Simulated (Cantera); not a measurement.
Charge: 1 mol Pb, a varied amount of CO, 0.35 mol N2, at 1498.15 K and 0.133 bar.

Method: chemical equilibrium by Gibbs-energy minimisation in Cantera with the NASA 1993 tables (ideal gas, pure condensed phases). Candidate condensed phases: C, Pb, PbO, PbO2, Pb3O4; 27 gas species. The numbers say what is thermodynamically allowed, not how fast it happens.

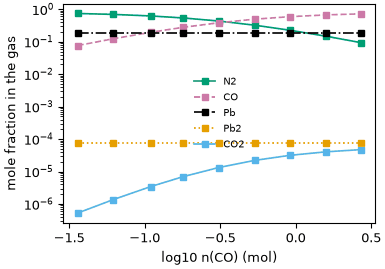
Figure. Equilibrium gas composition (values under 1e-9 drawn at 1e-9)

From 0.036 mol CO to 2.7 mol CO the condensed part is Pb(l). The main Pb-bearing gas is Pb throughout. The share of Pb in condensed phases is highest at 0.036 mol CO (91.5 %) and lowest at 2.7 mol CO (32.6 %).
